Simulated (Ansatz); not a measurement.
**Cadmium, simple cubic under PBEsol: from relaxation to bulk modulus**

The plan for cadmium in the simple cubic structure: relax it, solve it on a dense k-mesh, then scale the cell to 7 volumes from 88 to 112 % of the relaxed one and try a fit of the equation of state. Spin polarisation is left out. The k-meshes are 11×11×11 for the relaxation; 18×18×18 for the dense run; 12×12×12 for the volumes.

This is Cd in the simple cubic structure; at room conditions it is hcp.

Computed with Ansatz 0.2.0 (DFT PBEsol, plane waves (420 eV) with PAW, scalar-relativistic; PAW files made under PBE, frozen cores solved again for the functional, unless a step says otherwise).

**1. Starting point**

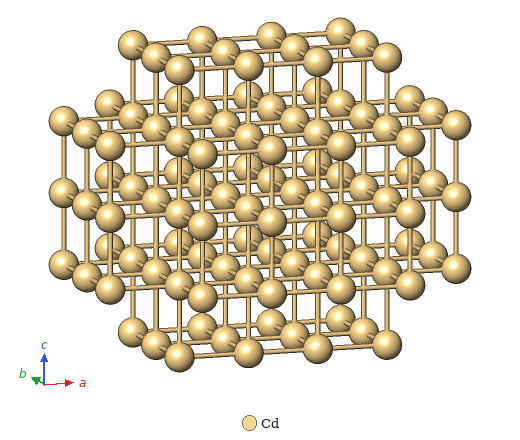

Start, viewed slightly off an axis; cadmium orange. 3×2×2 cells are drawn. Any atoms on the faces are drawn again on the opposite ones, and bonded neighbours outside are added.

Coordinates:

```cif
data_structure
_symmetry_space_group_name_H-M 'P 1'
_symmetry_Int_Tables_number 1
_cell_length_a 2.8567
_cell_length_b 2.8567
_cell_length_c 2.8567
_cell_angle_alpha 90.000
_cell_angle_beta 90.000
_cell_angle_gamma 90.000
_cell_volume 23.31
loop_
_atom_site_label
_atom_site_type_symbol
_atom_site_fract_x
_atom_site_fract_y
_atom_site_fract_z
_atom_site_occupancy
Cd1 Cd 0.00000 0.00000 0.00000 1
```

**2. Relaxing cell and atoms**

File input.yaml:

```yaml
crystal:
  lattice:
    - [2.856675876, 0.0, 0.0]
    - [0.0, 2.856675876, 0.0]
    - [0.0, 0.0, 2.856675876]
  atoms:
    - { symbol: Cd, position: [0.0, 0.0, 0.0] }
hamiltonian:
  xc: pbesol
  pseudopotentials:
    kind: paw
    azcp:
      Cd: "pseudopotentials/Cd.paw.azcp"
basis:
  ecutwfc: 420
  fft_grid_basis: typed
kpoints:
  mp_grid: { grid: [11, 11, 11], shift: [0, 0, 0] }
magnetization:
  spin_polarized: false
scf:
  occupations: { method: fermi_dirac, width: 0.1 }
relax:
  max_steps: 60
  f_tol: 0.01
  cell: {}
output:
  write_density: true
  write_potential: true
  elf: true
  volumetric_format: npy
```

The run is started by

```bash
$ ansatz run input.yaml --threads 2 --pin off --max-ram 5120MiB --backend cpu --events-out ev --progress --plain --runs-dir out
```

Standard output:

```text
Warning: <dir> the record states the generating functional pbe (its physics header spells it `PBE`), which answers neither for hamiltonian.xc's functional nor for the pbesol family's — results may be inconsistent (PPs are generated against a specific XC)
Warning: RAYON_NUM_THREADS=2 ignored (pool sized by the plan → 2); use --threads N
Engine: ansatz 0.2.0, x86_64-unknown-linux-gnu
Pseudopotentials: kind: paw
Pseudopotential: Cd, paw, valence charge 20, recommended cutoff 420 eV (normal), <dir>
Functional definition: PBEsol
  exchange = pbesol_x
  correlation = pbesol_c
Crystal: 1 atoms, lattice volume = 23.312 Å³
Basis set: ecut = 420 eV, 461 PW (Γ), exchange–correlation on 40×40×40 points (8 copies of the dense FFT grid, shifted against one another)
Bands: 14, of which v1, the nominal top of the filled ones, is band 10 counted from 1 (9 counted from 0)
Symmetry: 48 space group operations
Space group: Pm-3m (ITA 221), of the structure as read, at distance tolerance 2.9e-5 Å
k-points: 56 of 1331
Non-local potential: Cd, projectors of the file, l = 0: 3, l = 1: 2, l = 2: 2, l = 3: 1
PAW form: soft (Blöchl's): semilocal exchange-correlation on the pseudo side does not see the compensation charge
PAW frozen core: Cd, regenerated for the run's functional, and the local potential with it (the file was generated under x = pbe(κ = 0.804, μ = 0.2195149727645171), c = pbe(β = 0.06672455060314922))
PAW one-centre angular grid: Cd, 590 points (default); XC on 64 Gauss nodes
Initial density: superposition of atomic densities (neutral atoms: chi_scale 0, normalization atom), corrected by the library's trained network
Initial wavefunctions: pseudopotential atomic-orbital guess
Functional: x = pbesol(κ = 0.804, μ = 0.12345679012345678), c = pbesol(β = 0.046)
SCF iter   1: F=—  HF=-8183.878843 eV  |F-HF|=—  |Δ(HF+E_count)|=         —  Δρ=4.84e-3  dr2=4.24e-3  ethr=1.77e-3  ⟨swp⟩=5.2  Hψ=3985  notcnv=0
preconditioner: auto → none  [metal: Δε(μ)=0.145 eV  Ē_g=16.376 eV  σ=0.100 eV  W_gap=0.35  n_scr=6 (ndim 8)  ℏωp=26.6 eV  f_vac=0.007  D(μ)=0.40/eV (n_scr^D=0)  sad-step TF]
SCF iter   2: F=—  HF=-8183.877681 eV  |F-HF|=—  |Δ(HF+E_count)|=   1.16e-3  Δρ=1.32e-3  dr2=3.65e-4  ethr=2.12e-5  ⟨swp⟩=2.8  Hψ=1712  notcnv=0
SCF iter   3: F=—  HF=-8183.877570 eV  |F-HF|=—  |Δ(HF+E_count)|=   1.11e-4  Δρ=3.59e-4  dr2=7.58e-6  ethr=1.82e-6  ⟨swp⟩=2.0  Hψ=1103  notcnv=0
SCF iter   4: F=—  HF=-8183.877553 eV  |F-HF|=—  |Δ(HF+E_count)|=   1.67e-5  Δρ=4.66e-5  dr2=1.67e-7  ethr=3.79e-8  ⟨swp⟩=2.0  Hψ=1281  notcnv=0
iter 5 did not close the SCF: its close was put off for the readings that it lacked (scf_convergence_deferred on its scf_iter line)
SCF iter   5: F=-8183.877554 eV  HF=-8183.877554 eV  |F-HF|=1.09e-9  |Δ(HF+E_count)|=   1.57e-7  Δρ=2.52e-6  dr2=1.56e-9  ethr=8.37e-10  ⟨swp⟩=2.0  Hψ=1287  notcnv=0
SCF iter   6: F=-8183.877554 eV  HF=-8183.877554 eV  |F-HF|=1.82e-12  |Δ(HF+E_count)|=  4.89e-10  Δρ=1.77e-7  dr2=4.86e-12  ethr=7.80e-12  ⟨swp⟩=3.8  Hψ=3358  notcnv=0
SCF 1 converged in 6 iterations: F = -8183.877554 eV  dr2 = 4.86e-12
relax step   1: F+E_penalty+E_count = -8183.87755351 eV  Δ(F+E_penalty+E_count) = +0.000e0 eV  max|allowed force component| = 0.000e0 eV/Å  Δτ_max = 0.0000 Å  P = +2.461 GPa  Ω = 23.312 Å³  (6 SCF iters, accepted)
Crystal: 1 atoms, lattice volume = 24.715 Å³
Initial density: handed on by an earlier stage of this run
Initial wavefunctions: those handed on with the density
iter 1 solved again at ethr=9.78e-6 eV; its pass at ethr=3.10e-3 eV (dr2=1.96e-3 eV) is discarded
SCF iter   1: F=—  HF=-8183.886352 eV  |F-HF|=—  |Δ(HF+E_count)|=         —  Δρ=2.74e-3  dr2=2.16e-3  ethr=9.78e-6  ⟨swp⟩=1.0  Hψ=5399  notcnv=0
preconditioner: auto → none  [metal: Δε(μ)=0.179 eV  Ē_g=16.064 eV  σ=0.100 eV  W_gap=0.42  n_scr=6 (ndim 8)  ℏωp=25.9 eV  f_vac=0.010  D(μ)=0.44/eV (n_scr^D=0)]
SCF iter   2: F=—  HF=-8183.885658 eV  |F-HF|=—  |Δ(HF+E_count)|=   6.94e-4  Δρ=1.15e-3  dr2=1.41e-4  ethr=9.78e-6  ⟨swp⟩=2.0  Hψ=1119  notcnv=0
SCF iter   3: F=—  HF=-8183.885588 eV  |F-HF|=—  |Δ(HF+E_count)|=   7.05e-5  Δρ=3.03e-4  dr2=1.56e-5  ethr=7.07e-7  ⟨swp⟩=2.3  Hψ=1331  notcnv=0
SCF iter   4: F=—  HF=-8183.885565 eV  |F-HF|=—  |Δ(HF+E_count)|=   2.30e-5  Δρ=4.08e-5  dr2=1.94e-7  ethr=7.82e-8  ⟨swp⟩=2.5  Hψ=1329  notcnv=0
SCF iter   5: F=-8183.885565 eV  HF=-8183.885565 eV  |F-HF|=1.73e-10  |Δ(HF+E_count)|=   2.39e-8  Δρ=2.13e-6  dr2=6.02e-10  ethr=5.00e-10  ⟨swp⟩=6.5  Hψ=3646  notcnv=0
SCF 2 converged in 5 iterations: F = -8183.885565 eV  dr2 = 6.02e-10
relax step   2: F+E_penalty+E_count = -8183.88556493 eV  Δ(F+E_penalty+E_count) = -8.011e-3 eV  max|allowed force component| = 0.000e0 eV/Å  Δτ_max = 0.0000 Å  P = -0.376 GPa  Ω = 24.715 Å³  energy of the carried Pulay correction = -3.247e-4 eV  (5 SCF iters, dr2 threshold 1.00e-7 eV, accepted)
Crystal: 1 atoms, lattice volume = 24.520 Å³
iter 1 solved again at ethr=1.37e-7 eV; its pass at ethr=3.10e-3 eV (dr2=2.74e-5 eV) is discarded
SCF iter   1: F=—  HF=-8183.885875 eV  |F-HF|=—  |Δ(HF+E_count)|=         —  Δρ=3.61e-4  dr2=3.68e-5  ethr=1.37e-7  ⟨swp⟩=2.0  Hψ=5100  notcnv=0
preconditioner: auto → none  [metal: Δε(μ)=0.180 eV  Ē_g=16.065 eV  σ=0.100 eV  W_gap=0.42  n_scr=6 (ndim 8)  ℏωp=26.0 eV  f_vac=0.007  D(μ)=0.44/eV (n_scr^D=0)]
SCF iter   2: F=—  HF=-8183.885868 eV  |F-HF|=—  |Δ(HF+E_count)|=   6.37e-6  Δρ=1.50e-4  dr2=2.42e-6  ethr=1.37e-7  ⟨swp⟩=2.0  Hψ=1137  notcnv=0
SCF iter   3: F=—  HF=-8183.885867 eV  |F-HF|=—  |Δ(HF+E_count)|=   1.08e-6  Δρ=3.87e-5  dr2=2.58e-7  ethr=1.21e-8  ⟨swp⟩=2.3  Hψ=1348  notcnv=0
SCF iter   4: F=-8183.885867 eV  HF=-8183.885867 eV  |F-HF|=2.31e-10  |Δ(HF+E_count)|=   1.12e-7  Δρ=5.12e-6  dr2=3.20e-9  ethr=5.00e-10  ⟨swp⟩=6.5  Hψ=3645  notcnv=0
SCF 3 converged in 4 iterations: F = -8183.885867 eV  dr2 = 3.20e-9
relax step   3: F+E_penalty+E_count = -8183.88586718 eV  Δ(F+E_penalty+E_count) = -3.023e-4 eV  max|allowed force component| = 0.000e0 eV/Å  Δτ_max = 0.0000 Å  P = -0.043 GPa  Ω = 24.520 Å³  energy of the carried Pulay correction = -2.805e-4 eV  (4 SCF iters, dr2 threshold 1.00e-7 eV, accepted)
Initial wavefunctions: pseudopotential atomic-orbital guess (no wavefunctions were taken with the density)
iter 1 solved again at ethr=3.54e-9 eV; its pass at ethr=3.10e-3 eV (dr2=7.08e-7 eV) is discarded
SCF iter   1: F=—  HF=-8183.886108 eV  |F-HF|=—  |Δ(HF+E_count)|=         —  Δρ=1.01e-4  dr2=4.26e-7  ethr=3.54e-9  ⟨swp⟩=3.1  Hψ=6230  notcnv=0
preconditioner: auto → none  [metal: Δε(μ)=0.180 eV  Ē_g=16.071 eV  σ=0.100 eV  W_gap=0.42  n_scr=6 (ndim 8)  ℏωp=26.0 eV  f_vac=0.007  D(μ)=0.44/eV (n_scr^D=0)]
SCF iter   2: F=—  HF=-8183.886113 eV  |F-HF|=—  |Δ(HF+E_count)|=   5.42e-6  Δρ=4.44e-5  dr2=1.06e-7  ethr=2.13e-9  ⟨swp⟩=2.4  Hψ=1368  notcnv=0
SCF iter   3: F=—  HF=-8183.886113 eV  |F-HF|=—  |Δ(HF+E_count)|=   4.29e-8  Δρ=1.59e-5  dr2=2.13e-8  ethr=5.30e-10  ⟨swp⟩=2.0  Hψ=1098  notcnv=0
SCF iter   4: F=—  HF=-8183.886113 eV  |F-HF|=—  |Δ(HF+E_count)|=   1.54e-9  Δρ=2.02e-6  dr2=2.67e-10  ethr=1.06e-10  ⟨swp⟩=2.1  Hψ=1248  notcnv=0
SCF iter   5: F=-8183.886113 eV  HF=-8183.886113 eV  |F-HF|=9.09e-13  |Δ(HF+E_count)|=  2.86e-10  Δρ=7.02e-8  dr2=7.97e-13  ethr=1.00e-12  ⟨swp⟩=3.7  Hψ=3175  notcnv=0
SCF 4 converged in 5 iterations: F = -8183.886113 eV  dr2 = 7.97e-13
relax step   4: F+E_penalty+E_count = -8183.88611303 eV  Δ(F+E_penalty+E_count) = -2.458e-4 eV  max|allowed force component| = 0.000e0 eV/Å  Δτ_max = 0.0000 Å  P = -0.053 GPa  Ω = 24.520 Å³  stress off target by 5.30e-2 GPa  SCF on the basis re-selected at this cell (its energy is not comparable with the rows above)  (5 SCF iters)
basis re-selected at this cell: Δ(F+E_penalty+E_count) = -2.458e-4 eV, ΔP = -0.010 GPa vs the last step (what re-selecting the basis moved, of the pressure what is left beyond the Pulay correction that the steps carried, after the strain that the cell walked since its last selection, with what the two solves' SCF thresholds leave and, on support functions, any second-order correction that the steps lacked; it is no measure of the basis error at this ecutwfc). This SCF's stress stands 5.30e-2 GPa from its target on what of the cell is left free (relax.cell.stress_tol is 5.00e-2 GPa) and its largest allowed force component is 0.00e0 eV/Å (relax.f_tol is 1.00e-2 eV/Å): not within both, so this SCF does not close the relaxation
Crystal: 1 atoms, lattice volume = 24.489 Å³
iter 1 solved again at ethr=2.48e-9 eV; its pass at ethr=3.10e-3 eV (dr2=4.97e-7 eV) is discarded
SCF iter   1: F=—  HF=-8183.886120 eV  |F-HF|=—  |Δ(HF+E_count)|=         —  Δρ=5.78e-5  dr2=9.41e-7  ethr=2.48e-9  ⟨swp⟩=2.1  Hψ=5102  notcnv=0
preconditioner: auto → none  [metal: Δε(μ)=0.180 eV  Ē_g=16.079 eV  σ=0.100 eV  W_gap=0.42  n_scr=6 (ndim 8)  ℏωp=26.0 eV  f_vac=0.007  D(μ)=0.44/eV (n_scr^D=0)]
SCF iter   2: F=—  HF=-8183.886125 eV  |F-HF|=—  |Δ(HF+E_count)|=   5.19e-6  Δρ=2.40e-5  dr2=6.22e-8  ethr=2.48e-9  ⟨swp⟩=2.2  Hψ=1268  notcnv=0
SCF iter   3: F=-8183.886125 eV  HF=-8183.886125 eV  |F-HF|=3.41e-9  |Δ(HF+E_count)|=   2.72e-8  Δρ=6.23e-6  dr2=6.58e-9  ethr=3.52e-11  ⟨swp⟩=6.0  Hψ=3605  notcnv=0
SCF 5 converged in 3 iterations: F = -8183.886125 eV  dr2 = 6.58e-9
relax step   5: F+E_penalty+E_count = -8183.88612486 eV  Δ(F+E_penalty+E_count) = -1.183e-5 eV  max|allowed force component| = 0.000e0 eV/Å  Δτ_max = 0.0000 Å  P = +0.001 GPa  Ω = 24.489 Å³  energy of the carried Pulay correction = +6.838e-6 eV  (3 SCF iters, dr2 threshold 7.03e-9 eV, accepted)
iter 1 solved again at ethr=1.11e-9 eV; its pass at ethr=3.10e-3 eV (dr2=2.22e-7 eV) is discarded
SCF iter   1: F=—  HF=-8183.886113 eV  |F-HF|=—  |Δ(HF+E_count)|=         —  Δρ=7.24e-6  dr2=7.47e-9  ethr=1.11e-9  ⟨swp⟩=3.5  Hψ=6282  notcnv=0
preconditioner: auto → none  [metal: Δε(μ)=0.180 eV  Ē_g=16.080 eV  σ=0.100 eV  W_gap=0.42  n_scr=6 (ndim 8)  ℏωp=26.0 eV  f_vac=0.007  D(μ)=0.44/eV (n_scr^D=0)]
SCF iter   2: F=—  HF=-8183.886118 eV  |F-HF|=—  |Δ(HF+E_count)|=   5.49e-6  Δρ=3.00e-6  dr2=1.31e-9  ethr=3.74e-11  ⟨swp⟩=2.5  Hψ=1296  notcnv=0
SCF iter   3: F=—  HF=-8183.886118 eV  |F-HF|=—  |Δ(HF+E_count)|=  6.92e-10  Δρ=4.12e-7  dr2=2.40e-11  ethr=6.53e-12  ⟨swp⟩=3.0  Hψ=1364  notcnv=0
SCF iter   4: F=-8183.886118 eV  HF=-8183.886118 eV  |F-HF|=0.00e0  |Δ(HF+E_count)|=  3.64e-12  Δρ=1.67e-7  dr2=3.90e-12  ethr=1.00e-12  ⟨swp⟩=5.1  Hψ=3028  notcnv=0
SCF 6 converged in 4 iterations: F = -8183.886118 eV  dr2 = 3.90e-12
relax step   6: F+E_penalty+E_count = -8183.88611832 eV  Δ(F+E_penalty+E_count) = +6.539e-6 eV  max|allowed force component| = 0.000e0 eV/Å  Δτ_max = 0.0000 Å  P = +0.001 GPa  Ω = 24.489 Å³  stress off target by 1.42e-3 GPa  SCF on the basis re-selected at this cell (its energy is not comparable with the rows above)  (4 SCF iters)
basis re-selected at this cell: Δ(F+E_penalty+E_count) = +6.539e-6 eV, ΔP = +0.000 GPa vs the last step (what re-selecting the basis moved, of the pressure what is left beyond the Pulay correction that the steps carried, after the strain that the cell walked since its last selection, with what the two solves' SCF thresholds leave and, on support functions, any second-order correction that the steps lacked; it is no measure of the basis error at this ecutwfc). This SCF's stress stands 1.42e-3 GPa from its target on what of the cell is left free (relax.cell.stress_tol is 5.00e-2 GPa) and its largest allowed force component is 0.00e0 eV/Å (relax.f_tol is 1.00e-2 eV/Å): within both
SCF converged after 4 iterations
Free energy (F): -8183.886118 eV
Harris-Foulkes:  -8183.886118 eV  (|F-HF|=0.00e0)
Internal energy: -8183.872330 eV  (E = F + TS)
E sigma→0 (E₀):  -8183.879224 eV
Entropy (-TS):   -0.013789 eV (-13.789 meV/atom)
Fermi energy:    12.136381 eV
--- Per-component energies (eV) ---
  E_band       = -439.179354
  E_kinetic    = 505.057457
  E_local      = -3224.266236  (includes V_loc(G=0)·N_el)
  E_nonlocal   = 34.935240
  E_hartree    = 1502.141323
  E_xc         = -175.620778
  E_vxc        = -221.258117  (∫ρ·V_xc dr)
  E_paw        = -4012.634412  (= ΣΔE_a)
  E_vpaw       = -537.930481  (= ΣTr[D̂ρ^β])
  E_aug_tail   = 0.000012  (compensation charges beyond the density's cutoff)
  E_ewald      = -2813.826896
  E_core_change = 0.341960  (= ΣΔE_core)
  E_smearing   = -0.013789  (= −TS)
  E_closure    = 0.000000  (closes the sum)
  Σ components = -8183.886118   (vs F -8183.886118, Δ=0.00e0)
--- Forces (eV/Å), atoms counted from 1 ---
  atom   1  Cd    -0.00000000    -0.00000000     0.00000000
  max |Σ_I F_I| component: 7.40e-32 eV/Å
--- Stress (GPa, compression-positive) ---
        0.001419       0.000000      -0.000000
       -0.000000       0.001419      -0.000000
        0.000000      -0.000000       0.001419
  P = ⅓ Tr σ = 0.0014 GPa (0.014 kbar)
--- Band table (eV; the first three rows and the last of 56) ---
  k-point 0: bands = ["-90.5849", "-51.6393", "-51.6393", "-51.6393", "2.4236", "2.4236", "4.0227", "4.0227", "4.0227", "4.1231", "22.2557", "22.2557", "22.2557", "26.1008"]
  k-point 1: bands = ["-90.5847", "-51.6432", "-51.6390", "-51.6390", "2.4344", "2.4960", "3.9828", "3.9828", "4.0260", "4.2873", "20.5699", "22.4660", "22.4660", "26.1186"]
  k-point 2: bands = ["-90.5840", "-51.6539", "-51.6382", "-51.6382", "2.4634", "2.6718", "3.8778", "3.8778", "4.0350", "4.8058", "17.9081", "23.0740", "23.0740", "26.1707"]
  k-point 55: bands = ["-90.5759", "-51.6800", "-51.6800", "-51.6800", "2.8737", "2.8858", "2.8858", "4.4238", "4.4238", "15.7870", "16.8246", "16.8246", "20.0213", "20.9792"]
--- Relaxed structure (4 steps of the walk, 4 accepted, 2 SCFs on fresh bases) ---
  F+E_penalty+E_count = -8183.88611832 eV   max|allowed force component| = 0.000e0 eV/Å   (the final SCF, on the basis selected at the relaxed cell)
  cell:  # Å, volume = 24.4888 Å³
    - [2.9039510487265794, -8.9876730738071e-34, 1.2839532962581572e-34]
    - [-1.925929944387236e-33, 2.9039510487265794, -1.0271626370065257e-33]
    - [1.2839532962581572e-34, -1.0271626370065257e-33, 2.9039510487265794]
  atoms:
    - { symbol: Cd, position: [0.0, 0.0, 0.0] }
```

Wall time 2.6 s (2 threads of Intel Xeon Platinum 8488C (Sapphire Rapids), shared host); peak memory 0.35 GiB.

Relaxation path:

```tsv
step	energy change (meV/atom)	largest force (eV/Å)	pressure (GPa)	volume (Å³/atom)
1	0.00	0.0000	2.46	23.312
2	-8.01	0.0000	-0.38	24.715
3	-8.31	0.0000	-0.04	24.520
4	-8.56	0.0000	-0.05	24.520
5	-8.57	0.0000	0.00	24.489
6	-8.56	0.0000	0.00	24.489
```

Steps that repeat a cell are solved on a basis chosen anew, so their changes of energy are no gain of the relaxation.

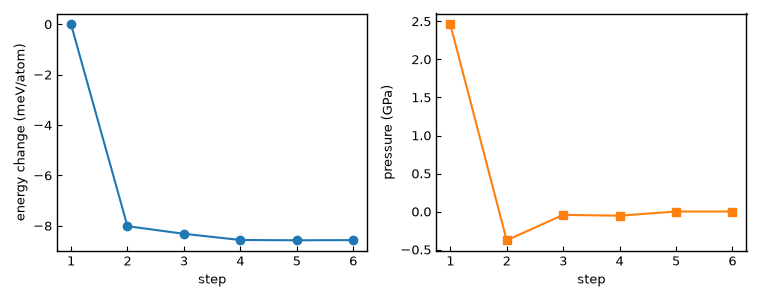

Energy and pressure over the accepted steps.

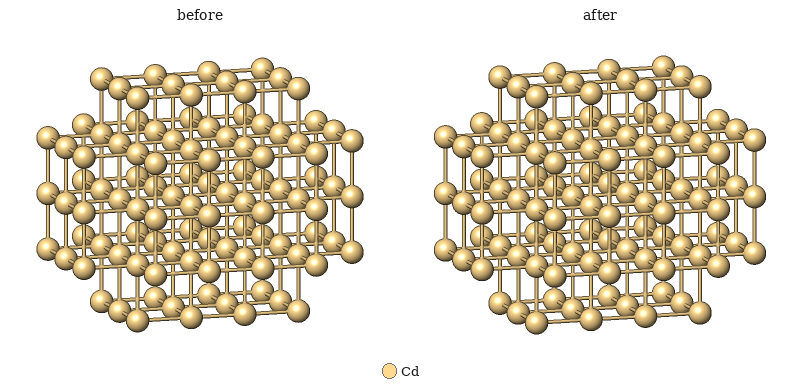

Before and after, at one scale. The cells drawn are those of the first picture.

The cell of the run, before and after:

|  | before | after | change |
| --- | --- | --- | --- |
| a (Å) | 2.857 | 2.904 | +1.7 % |
| b (Å) | 2.857 | 2.904 | +1.7 % |
| c (Å) | 2.857 | 2.904 | +1.7 % |
| volume (Å³/atom) | 23.312 | 24.489 | +5.0 % |
| shortest distance (Å) | 2.857 | 2.904 | +1.7 % |
| space group (spins left aside) | Pm-3m | Pm-3m | same |

**3. Dense single point**

File input.yaml:

```yaml
crystal:
  lattice:
    - [2.9039510487, 0.0, 0.0]
    - [0.0, 2.9039510487, 0.0]
    - [0.0, 0.0, 2.9039510487]
  atoms:
    - { symbol: Cd, position: [0.0, 0.0, 0.0] }
hamiltonian:
  xc: pbesol
  pseudopotentials:
    kind: paw
    azcp:
      Cd: "pseudopotentials/Cd.paw.azcp"
basis:
  ecutwfc: 420
  fft_grid_basis: typed
kpoints:
  mp_grid: { grid: [18, 18, 18], shift: [0, 0, 0] }
magnetization:
  spin_polarized: false
scf:
  occupations: { method: fermi_dirac, width: 0.1 }
```

The run is started by

```bash
$ ansatz run input.yaml --threads 2 --pin off --max-ram 5120MiB --backend cpu --events-out ev --progress --plain --runs-dir out
```

Standard output, cut to the lines that bear on the results:

```text
Warning: <dir> the record states the generating functional pbe (its physics header spells it `PBE`), which answers neither for hamiltonian.xc's functional nor for the pbesol family's — results may be inconsistent (PPs are generated against a specific XC)
Warning: RAYON_NUM_THREADS=2 ignored (pool sized by the plan → 2); use --threads N
[...]
Pseudopotentials: kind: paw
Pseudopotential: Cd, paw, valence charge 20, recommended cutoff 420 eV (normal), <dir>
Functional definition: PBEsol
[...]
Crystal: 1 atoms, lattice volume = 24.489 Å³
Basis set: ecut = 420 eV, 461 PW (Γ)
Bands: 14, of which v1, the nominal top of the filled ones, is band 10 counted from 1 (9 counted from 0)
Symmetry: 48 space group operations
Space group: Pm-3m (ITA 221), of the structure as read, at distance tolerance 2.9e-5 Å
k-points: 220 of 5832
[...]
SCF iter   1: F=—  HF=-8183.883690 eV  |F-HF|=—  |Δ(HF+E_count)|=         —  Δρ=4.74e-3  dr2=4.24e-3  ethr=1.77e-3  ⟨swp⟩=5.3  Hψ=15653  notcnv=0
[...]
SCF iter   6: F=-8183.882414 eV  HF=-8183.882414 eV  |F-HF|=5.46e-12  |Δ(HF+E_count)|=  6.48e-10  Δρ=2.09e-7  dr2=4.58e-12  ethr=9.07e-12  ⟨swp⟩=1.0  Hψ=8303  notcnv=0
[...]
SCF converged after 6 iterations
Free energy (F): -8183.882414 eV
[...]
E sigma→0 (E₀):  -8183.876431 eV
Entropy (-TS):   -0.011966 eV (-11.966 meV/atom)
Fermi energy:    12.114863 eV
[...]
```

Wall time 1.2 s (2 threads of Intel Xeon Platinum 8488C (Sapphire Rapids), shared host); peak memory 0.38 GiB.

**4. Volume × 0.88**

File input.yaml:

```yaml
crystal:
  lattice:
    - [2.7828097438, 0.0, 0.0]
    - [0.0, 2.7828097438, 0.0]
    - [0.0, 0.0, 2.7828097438]
  atoms:
    - { symbol: Cd, position: [0.0, 0.0, 0.0] }
hamiltonian:
  xc: pbesol
  pseudopotentials:
    kind: paw
    azcp:
      Cd: "pseudopotentials/Cd.paw.azcp"
basis:
  ecutwfc: 420
  fft_grid_basis: typed
kpoints:
  mp_grid: { grid: [12, 12, 12], shift: [0, 0, 0] }
magnetization:
  spin_polarized: false
scf:
  occupations: { method: fermi_dirac, width: 0.1 }
  lower_state_search: "off"
output:
  stress: true
```

The run is started by

```bash
$ ansatz run input.yaml --threads 2 --pin off --max-ram 5120MiB --backend cpu --events-out ev --progress --plain --runs-dir out
```

Standard output, cut to the lines that bear on the results:

```text
Warning: <dir> the record states the generating functional pbe (its physics header spells it `PBE`), which answers neither for hamiltonian.xc's functional nor for the pbesol family's — results may be inconsistent (PPs are generated against a specific XC)
Warning: RAYON_NUM_THREADS=2 ignored (pool sized by the plan → 2); use --threads N
[...]
Pseudopotentials: kind: paw
Pseudopotential: Cd, paw, valence charge 20, recommended cutoff 420 eV (normal), <dir>
Functional definition: PBEsol
[...]
Crystal: 1 atoms, lattice volume = 21.550 Å³
Basis set: ecut = 420 eV, 437 PW (Γ)
Bands: 14, of which v1, the nominal top of the filled ones, is band 10 counted from 1 (9 counted from 0)
Symmetry: 48 space group operations
Space group: Pm-3m (ITA 221), of the structure as read, at distance tolerance 2.8e-5 Å
k-points: 84 of 1728
[...]
SCF iter   1: F=—  HF=-8183.813149 eV  |F-HF|=—  |Δ(HF+E_count)|=         —  Δρ=5.40e-3  dr2=4.76e-3  ethr=1.77e-3  ⟨swp⟩=5.2  Hψ=5978  notcnv=0
[...]
SCF iter   6: F=-8183.811655 eV  HF=-8183.811655 eV  |F-HF|=1.82e-12  |Δ(HF+E_count)|=  1.87e-10  Δρ=1.76e-7  dr2=2.72e-12  ethr=3.67e-12  ⟨swp⟩=1.1  Hψ=3153  notcnv=0
[...]
SCF converged after 6 iterations
Free energy (F): -8183.811655 eV
[...]
E sigma→0 (E₀):  -8183.805038 eV
Entropy (-TS):   -0.013234 eV (-13.234 meV/atom)
Fermi energy:    14.391894 eV
[...]
--- Stress (GPa, compression-positive) ---
        7.951781      -0.000000       0.000000
       -0.000000       7.951781       0.000000
        0.000000       0.000000       7.951781
  P = ⅓ Tr σ = 7.9518 GPa (79.518 kbar)
```

It took 0.65 s on 2 threads of Intel Xeon Platinum 8488C (Sapphire Rapids), shared host; peak memory 0.33 GiB.

[end of part 1 of 2]
